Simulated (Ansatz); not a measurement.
**Nudged elastic band, with input and output: C2H5Si (charge −1)**

System: C2H5Si, charge −1, SMILES [CH-]=C[SiH3].
Method: RKS PBE-D4/6-31G* (Ansatz 0.2.0).

It belongs to a series of runs on one base structure; here: band between the two ends.

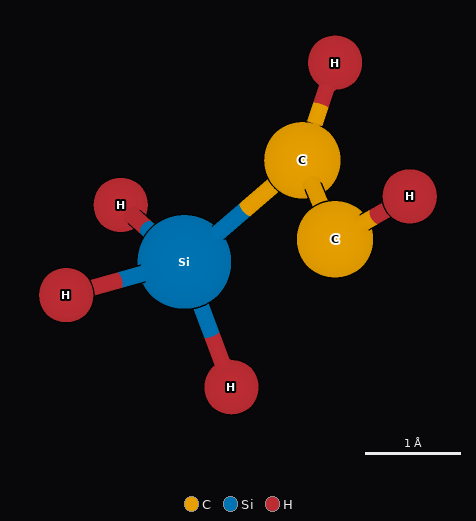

Fig. 1: The structure as given in the input (ball-and-stick view, seen at a tilt). Bond lengths as drawn: C–C 1.37 Å, C–H 1.12 to 1.14 Å, C–Si 1.84 Å and H–Si 1.52 to 1.57 Å.

The input
```yaml
crystal:
  periodic: [false, false, false]
  atoms:
    - { symbol: C, position_ang: [-0.855075, -0.221914, -1.299369] }
    - { symbol: C, position_ang: [-0.311427, 0.730108, -0.480164] }
    - { symbol: Si, position_ang: [0.489723, -0.373778, 0.748635] }
    - { symbol: H, position_ang: [-1.427339, 0.225703, -2.172344] }
    - { symbol: H, position_ang: [-0.324404, 1.851968, -0.510079] }
    - { symbol: H, position_ang: [1.25883, 0.343279, 1.911068] }
    - { symbol: H, position_ang: [1.592077, -1.283241, 0.239664] }
    - { symbol: H, position_ang: [-0.422385, -1.272115, 1.56259] }
total_charge: -1
basis:
  gaussian: { orbitals: "6-31G*" }
hamiltonian:
  xc: pbe
  dispersion: d4
neb:
  order_check: false
  images: 9
  f_tol: 0.05
  max_iterations: 60
  final_atoms:
    - { symbol: C, position_ang: [-1.39544619, 0.40292912, -0.59790757] }
    - { symbol: C, position_ang: [-0.04609042, 0.4238834, -0.82441306] }
    - { symbol: Si, position_ang: [0.51348848, -0.40174519, 0.71672126] }
    - { symbol: H, position_ang: [-1.98994493, 0.87563145, -1.44212457] }
    - { symbol: H, position_ang: [0.57392127, 0.81423124, -1.67420581] }
    - { symbol: H, position_ang: [0.21549305, 0.30849209, 2.02397057] }
    - { symbol: H, position_ang: [2.06268537, -0.58757104, 0.86875055] }
    - { symbol: H, position_ang: [0.06589338, -1.83584107, 0.92920963] }
  initial_path:
    images:
      - { positions_ang: [[-0.855075, -0.221914, -1.299369], [-0.311427, 0.730108, -0.480164], [0.489723, -0.373778, 0.748635], [-1.427339, 0.225703, -2.172344], [-0.324404, 1.851968, -0.510079], [1.25883, 0.343279, 1.911068], [1.592077, -1.283241, 0.239664], [-0.422385, -1.272115, 1.56259]] }
      - { positions_ang: [[-0.9641334, -0.17949739, -1.26773767], [-0.29732967, 0.67656061, -0.50782837], [0.50402415, -0.38344855, 0.75723644], [-1.49195375, 0.31324518, -2.1379708], [-0.19608691, 1.75750643, -0.60080024], [1.14935787, 0.36709961, 1.92718298], [1.66314288, -1.21210544, 0.30923228], [-0.36702116, -1.33935043, 1.52068639]] }
      - { positions_ang: [[-1.07319181, -0.13708078, -1.23610635], [-0.28323235, 0.62301322, -0.53549274], [0.5183253, -0.39311911, 0.76583787], [-1.5565685, 0.40078735, -2.1035976], [-0.06776982, 1.66304485, -0.69152148], [1.03988573, 0.39092022, 1.94329797], [1.73420876, -1.14096988, 0.37880055], [-0.31165732, -1.40658587, 1.47878277]] }
      - { positions_ang: [[-1.18225021, -0.09466417, -1.20447502], [-0.26913502, 0.56946584, -0.56315711], [0.53262645, -0.40278966, 0.77443931], [-1.62118326, 0.48832953, -2.06922441], [0.06054728, 1.56858328, -0.78224272], [0.9304136, 0.41474082, 1.95941295], [1.80527464, -1.06983433, 0.44836883], [-0.25629348, -1.4738213, 1.43687916]] }
      - { positions_ang: [[-1.29130862, -0.05224756, -1.17284369], [-0.25503769, 0.51591845, -0.59082148], [0.5469276, -0.41246021, 0.78304075], [-1.68579801, 0.5758717, -2.03485121], [0.18886437, 1.4741217, -0.87296396], [0.82094146, 0.43856143, 1.97552794], [1.87634052, -0.99869877, 0.51793711], [-0.20092963, -1.54105674, 1.39497554]] }
      - { positions_ang: [[-1.40036702, -0.00983096, -1.14121236], [-0.24094036, 0.46237106, -0.61848585], [0.56122875, -0.42213077, 0.79164218], [-1.75041276, 0.66341388, -2.00047801], [0.31718146, 1.37966013, -0.9636852], [0.71146933, 0.46238204, 1.99164292], [1.9474064, -0.92756321, 0.58750539], [-0.14556579, -1.60829217, 1.35307193]] }
      - { positions_ang: [[-1.39938286, 0.07272106, -1.0325514], [-0.20197038, 0.45467353, -0.65967129], [0.5516807, -0.41805365, 0.776658], [-1.79831919, 0.70585739, -1.88880732], [0.36852942, 1.26657435, -1.10578932], [0.61227407, 0.43160405, 1.99810845], [1.97046219, -0.85956478, 0.64375442], [-0.10327396, -1.65380195, 1.26829947]] }
      - { positions_ang: [[-1.39839869, 0.15527308, -0.92389045], [-0.16300039, 0.44697599, -0.70085673], [0.54213264, -0.41397654, 0.76167382], [-1.84622563, 0.74830091, -1.77713663], [0.41987738, 1.15348857, -1.24789344], [0.51307882, 0.40082606, 2.00457398], [1.99351799, -0.79156634, 0.70000345], [-0.06098212, -1.69931173, 1.18352701]] }
      - { positions_ang: [[-1.39741453, 0.23782509, -0.81522949], [-0.1240304, 0.43927846, -0.74204218], [0.53258459, -0.40989942, 0.74668963], [-1.89413206, 0.79074442, -1.66546594], [0.47122534, 1.04040279, -1.38999756], [0.41388356, 0.37004807, 2.01103951], [2.01657378, -0.72356791, 0.75625248], [-0.01869029, -1.74482151, 1.09875455]] }
      - { positions_ang: [[-1.39643036, 0.32037711, -0.70656853], [-0.08506041, 0.43158093, -0.78322762], [0.52303654, -0.4058223, 0.73170545], [-1.9420385, 0.83318794, -1.55379526], [0.52257331, 0.92731702, -1.53210169], [0.31468831, 0.33927008, 2.01750504], [2.03962958, -0.65556947, 0.81250152], [0.02360154, -1.79033129, 1.01398209]] }
      - { positions_ang: [[-1.39544619, 0.40292912, -0.59790757], [-0.04609042, 0.4238834, -0.82441306], [0.51348848, -0.40174519, 0.71672126], [-1.98994493, 0.87563145, -1.44212457], [0.57392127, 0.81423124, -1.67420581], [0.21549305, 0.30849209, 2.02397057], [2.06268537, -0.58757104, 0.86875055], [0.06589338, -1.83584107, 0.92920963]] }
```

Hardware: 1 thread of Arm Neoverse V2, 24 GiB of memory available, shared host.

Launch command:
```bash
ansatz run input.yaml --threads 1 --pin off --max-ram 2048MiB --backend cpu --events-out ev --progress --plain --runs-dir out
```

The program's output
```
Engine: ansatz 0.2.0, aarch64-unknown-linux-gnu
Functional definition: PBE
  parameter kappa = 0.804
  parameter beta = 0.06672455060314922
  exchange = pbe_x(kappa = kappa, mu = beta*pi^2/3)
  correlation = pbe_c(beta = beta)
756 factors; their error is unknown
mean field evaluation 1: about -10020.3316 eV, gradient 2.8e1 eV
mean field evaluation 2: about -10013.4418 eV, gradient 5.4e1 eV
mean field evaluation 4: about -10022.5075 eV, gradient 7.2e0 eV
mean field evaluation 8: about -10022.6444 eV, gradient 3.8e-2 eV
mean field evaluation 16: about -10022.5797 eV, gradient 1.3e-5 eV
mean field -10022.57970527 eV, -368.3230106203 hartree, gradient 1.3e-5 eV, S^2 0.000000; 0 other end points of the search recorded, 0 dependent functions left out
the calculation of the forces begins
reference -10022.57974028 eV, -368.3230119069 hartree; 16, 16 occupied and 43, 43 virtual orbitals, 756 factors
756 factors; their error is unknown
mean field evaluation 32: about -10022.5797 eV, gradient 1.0e-4 eV
mean field -10022.57972227 eV, -368.3230112450 hartree, gradient 2.2e-5 eV, S^2 0.000000; 0 other end points of the search recorded, 0 dependent functions left out
[... from here on the field's lines of each further geometry are left out, up to the last ...]
NEB iter   1: max|band force component| = 5.170e0 eV/Å  barrier→ = 0.4248 eV  barrier← = 0.4248 eV  Δτ_max = 0.0738 Å  (292 SCF iters)
NEB iter   2: max|band force component| = 1.287e0 eV/Å  barrier→ = 0.1201 eV  barrier← = 0.1201 eV  Δτ_max = 0.1461 Å  (263 SCF iters)
NEB iter   3: max|band force component| = 8.382e-1 eV/Å  barrier→ = 0.1524 eV  barrier← = 0.1524 eV  Δτ_max = 0.0944 Å  (259 SCF iters)
NEB iter   4: max|band force component| = 1.938e-1 eV/Å  barrier→ = 0.0953 eV  barrier← = 0.0953 eV  CI = image 5  Δτ_max = 0.0099 Å  (256 SCF iters)
NEB iter   5: max|band force component| = 6.683e-2 eV/Å  barrier→ = 0.0940 eV  barrier← = 0.0940 eV  CI = image 5  Δτ_max = 0.0096 Å  (274 SCF iters)
the calculation of the forces begins
reference -10022.56484981 eV, -368.3224646921 hartree; 16, 16 occupied and 43, 43 virtual orbitals, 756 factors
756 factors; their error is unknown
mean field evaluation 672: about -10022.1958 eV, gradient 1.2e1 eV
mean field -10022.48997876 eV, -368.3197132318 hartree, gradient 1.5e-5 eV, S^2 0.000000; 1 other end points of the search recorded, 0 dependent functions left out
the calculation of the forces begins
reference -10022.49001298 eV, -368.3197144891 hartree; 16, 16 occupied and 43, 43 virtual orbitals, 756 factors
NEB iter   6: max|band force component| = 3.505e-2 eV/Å  barrier→ = 0.0933 eV  barrier← = 0.0933 eV  CI = image 5  Δτ_max = 0.0000 Å  (490 SCF iters)
```

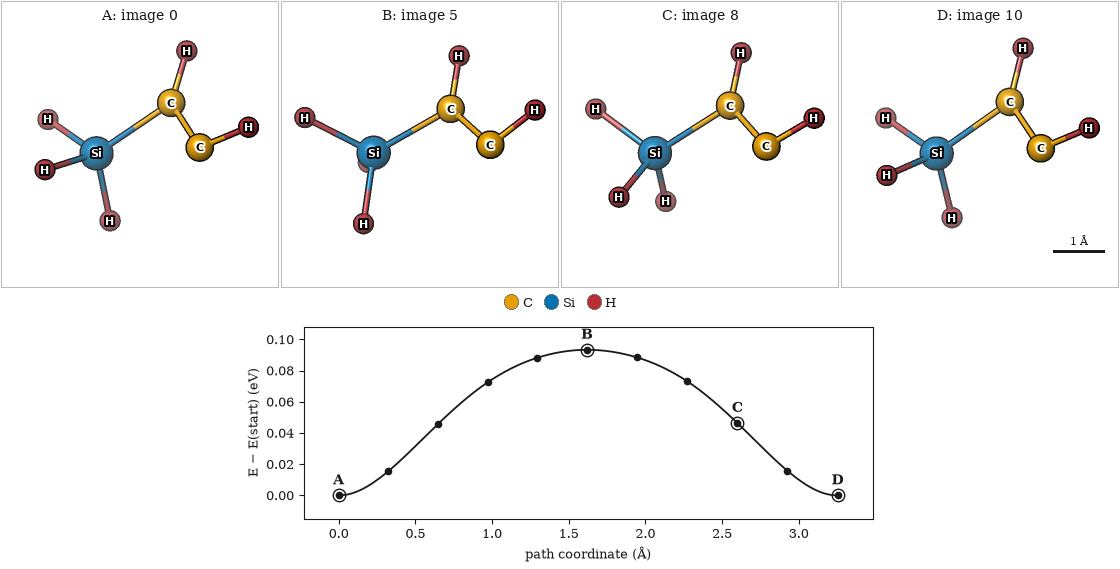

Fig. 2: Images of the last band (counted from 0; ball-and-stick, seen at a tilt) above the energy along the path; the line is a cubic interpolation that uses the forces. The highest image is number 5, 0.093 eV above the start and 0.093 eV above the end (the climbing image); start and end have the same energy. The path is 3.25 Å long. The band converged in 6 iterations.

```
Total energy: -10022.65976789 eV, -368.3259528673 hartree
Atom 0 at    -1.411601    -0.047364    -1.112549 Å, force    -0.000012    -0.009821     0.009937 eV/Å
Atom 1 at    -0.232205     0.488163    -0.636188 Å, force     0.021716     0.030771     0.005239 eV/Å
Atom 2 at     0.544344    -0.386185     0.794473 Å, force    -0.018475    -0.004630    -0.015257 eV/Å
Atom 3 at    -1.741197     0.618497    -1.981239 Å, force    -0.007430    -0.010964    -0.001518 eV/Å
Atom 4 at     0.324349     1.399293    -1.003147 Å, force    -0.001951    -0.000802    -0.005278 eV/Å
Atom 5 at     0.763853     0.441174     2.072254 Å, force     0.001455     0.000950     0.009589 eV/Å
Atom 6 at     1.971825    -0.919503     0.587712 Å, force     0.010787    -0.006444     0.002037 eV/Å
Atom 7 at    -0.219367    -1.594065     1.278685 Å, force    -0.006091     0.000940    -0.004749 eV/Å
Dipole moment:     0.598199     0.169227     0.336918 e Å
this run last wrote the band of iteration 6 to [file]
```

The last band as extended XYZ (Å, eV, eV/Å)
```
8
Properties=species:S:1:pos:R:3:forces:R:3 image=0 energy=-10022.75306
C    -0.8551   -0.2219   -1.2994   -0.0021   0.0068   0.0040
C    -0.3114    0.7301   -0.4802   -0.0020  -0.0011  -0.0071
Si    0.4897   -0.3738    0.7486    0.0002   0.0017  -0.0056
H    -1.4273    0.2257   -2.1723    0.0035  -0.0022   0.0008
H    -0.3244    1.8520   -0.5101    0.0006  -0.0063   0.0040
H     1.2588    0.3433    1.9111   -0.0022  -0.0018   0.0018
H     1.5921   -1.2832    0.2397    0.0041   0.0003  -0.0028
H    -0.4224   -1.2721    1.5626   -0.0022   0.0026   0.0048
8
Properties=species:S:1:pos:R:3:forces:R:3 image=1 energy=-10022.73751
C    -0.9831   -0.2173   -1.2972    0.0224  -0.0057  -0.0232
C    -0.3007    0.6738   -0.5102   -0.0015   0.0006   0.0090
Si    0.5044   -0.3783    0.7660    0.0085   0.0048   0.0056
H    -1.5097    0.3202   -2.1511    0.0195  -0.0221  -0.0072
H    -0.1791    1.7879   -0.5800   -0.0368   0.0294   0.0256
H     1.1671    0.3914    1.9474    0.0265  -0.0058  -0.0070
H     1.6818   -1.2285    0.3084   -0.0242  -0.0188  -0.0203
H    -0.3807   -1.3491    1.5166   -0.0143   0.0177   0.0176
8
Properties=species:S:1:pos:R:3:forces:R:3 image=2 energy=-10022.70723
C    -1.1130   -0.1973   -1.2767    0.0305  -0.0196  -0.0142
C    -0.2906    0.6200   -0.5391   -0.0144   0.0116  -0.0037
Si    0.5201   -0.3810    0.7800    0.0033   0.0018   0.0001
H    -1.5797    0.4101   -2.1206    0.0174  -0.0195  -0.0148
H    -0.0426    1.7095   -0.6670   -0.0302   0.0346   0.0403
H     1.0778    0.4239    1.9816    0.0293  -0.0014  -0.0094
H     1.7694   -1.1665    0.3823   -0.0222  -0.0249  -0.0207
H    -0.3414   -1.4186    1.4596   -0.0137   0.0174   0.0224
8
Properties=species:S:1:pos:R:3:forces:R:3 image=3 energy=-10022.68054
C    -1.2339   -0.1616   -1.2370    0.0181  -0.0265  -0.0041
C    -0.2775    0.5703   -0.5689   -0.0041   0.0271  -0.0023
Si    0.5331   -0.3826    0.7891   -0.0085  -0.0046  -0.0078
H    -1.6395    0.4897   -2.0818    0.0072  -0.0126  -0.0150
H     0.0880    1.6175   -0.7674   -0.0162   0.0222   0.0301
H     0.9833    0.4423    2.0143    0.0221   0.0025  -0.0025
H     1.8495   -1.0935    0.4545   -0.0099  -0.0192  -0.0129
H    -0.3030   -1.4819    1.3972   -0.0088   0.0112   0.0146
8
Properties=species:S:1:pos:R:3:forces:R:3 image=4 energy=-10022.66481
C    -1.3350   -0.1111   -1.1815   -0.0006  -0.0254   0.0028
C    -0.2578    0.5256   -0.6016    0.0194   0.0385   0.0082
Si    0.5416   -0.3845    0.7933   -0.0166  -0.0087  -0.0129
H    -1.6938    0.5590   -2.0343   -0.0010  -0.0094  -0.0115
H     0.2114    1.5136   -0.8794   -0.0090   0.0078   0.0092
H     0.8785    0.4478    2.0447    0.0121   0.0029   0.0064
H     1.9182   -1.0105    0.5232    0.0015  -0.0117  -0.0051
H    -0.2631   -1.5400    1.3357   -0.0059   0.0059   0.0030
8
Properties=species:S:1:pos:R:3:forces:R:3 image=5 energy=-10022.65973
C    -1.4116   -0.0474   -1.1125    0.0000  -0.0098   0.0099
C    -0.2322    0.4882   -0.6362    0.0217   0.0308   0.0052
Si    0.5443   -0.3862    0.7945   -0.0185  -0.0046  -0.0153
H    -1.7412    0.6185   -1.9812   -0.0074  -0.0110  -0.0015
H     0.3243    1.3993   -1.0031   -0.0020  -0.0008  -0.0053
H     0.7639    0.4412    2.0723    0.0015   0.0009   0.0096
H     1.9718   -0.9195    0.5877    0.0108  -0.0064   0.0020
H    -0.2194   -1.5941    1.2787   -0.0061   0.0009  -0.0047
8
Properties=species:S:1:pos:R:3:forces:R:3 image=6 energy=-10022.66464
C    -1.4643    0.0361   -1.0154   -0.0129  -0.0014   0.0129
C    -0.2007    0.4677   -0.6700    0.0228   0.0082  -0.0011
Si    0.5464   -0.3899    0.7860   -0.0060  -0.0018  -0.0073
H    -1.8010    0.6730   -1.9020   -0.0074   0.0048   0.0025
H     0.4210    1.2845   -1.1387    0.0043  -0.0109  -0.0116
H     0.6578    0.4133    2.0913   -0.0112   0.0005   0.0041
H     2.0127   -0.8387    0.6357    0.0072   0.0049   0.0077
H    -0.1717   -1.6460    1.2131    0.0032  -0.0044  -0.0072
8
Properties=species:S:1:pos:R:3:forces:R:3 image=7 energy=-10022.67995
C    -1.4888    0.1284   -0.9117   -0.0101   0.0110   0.0286
C    -0.1652    0.4493   -0.7072    0.0034   0.0021  -0.0150
Si    0.5449   -0.3964    0.7726    0.0003   0.0025  -0.0044
H    -1.8582    0.7313   -1.8074   -0.0080   0.0126   0.0074
H     0.4933    1.1665   -1.2747    0.0212  -0.0292  -0.0190
H     0.5462    0.3875    2.0906   -0.0257  -0.0046   0.0025
H     2.0422   -0.7670    0.6870    0.0061   0.0181   0.0111
H    -0.1145   -1.6997    1.1508    0.0127  -0.0125  -0.0111
8
Properties=species:S:1:pos:R:3:forces:R:3 image=8 energy=-10022.70668
C    -1.4845    0.2270   -0.8020   -0.0091   0.0321   0.0207
C    -0.1281    0.4385   -0.7439   -0.0028  -0.0124  -0.0040
Si    0.5371   -0.4015    0.7563    0.0081   0.0029   0.0026
H    -1.9094    0.7835   -1.7016   -0.0112   0.0125   0.0248
H     0.5451    1.0456   -1.4094    0.0279  -0.0334  -0.0445
H     0.4336    0.3603    2.0773   -0.0404  -0.0060   0.0010
H     2.0580   -0.7011    0.7371    0.0099   0.0242   0.0178
H    -0.0518   -1.7522    1.0861    0.0176  -0.0199  -0.0185
8
Properties=species:S:1:pos:R:3:forces:R:3 image=9 energy=-10022.73732
C    -1.4508    0.3209   -0.6944   -0.0095   0.0336   0.0081
C    -0.0874    0.4318   -0.7825    0.0054  -0.0116   0.0036
Si    0.5258   -0.4037    0.7370    0.0128   0.0003   0.0065
H    -1.9551    0.8301   -1.5787   -0.0071   0.0085   0.0304
H     0.5727    0.9283   -1.5430    0.0137  -0.0296  -0.0441
H     0.3220    0.3346    2.0530   -0.0372  -0.0053  -0.0045
H     2.0642   -0.6433    0.7955    0.0072   0.0193   0.0200
H     0.0086   -1.7985    1.0130    0.0149  -0.0151  -0.0200
8
Properties=species:S:1:pos:R:3:forces:R:3 image=10 energy=-10022.75308
C    -1.3954    0.4029   -0.5979    0.0011   0.0004  -0.0008
C    -0.0461    0.4239   -0.8244   -0.0009  -0.0007   0.0028
Si    0.5135   -0.4017    0.7167    0.0013  -0.0018   0.0019
H    -1.9899    0.8756   -1.4421    0.0000  -0.0003   0.0000
H     0.5739    0.8142   -1.6742    0.0003   0.0010  -0.0019
H     0.2155    0.3085    2.0240   -0.0004  -0.0003  -0.0011
H     2.0627   -0.5876    0.8688   -0.0006   0.0008  -0.0010
H     0.0659   -1.8358    0.9292   -0.0008   0.0009   0.0000
```

Results in brief

| quantity | value |
| --- | --- |
| outcome | converged |
| barrier, forward | 0.093 eV |
| barrier, backward | 0.093 eV |
| wall time | 79 s |
| peak memory | 0.11 GiB |

The order of the saddle point was not checked.
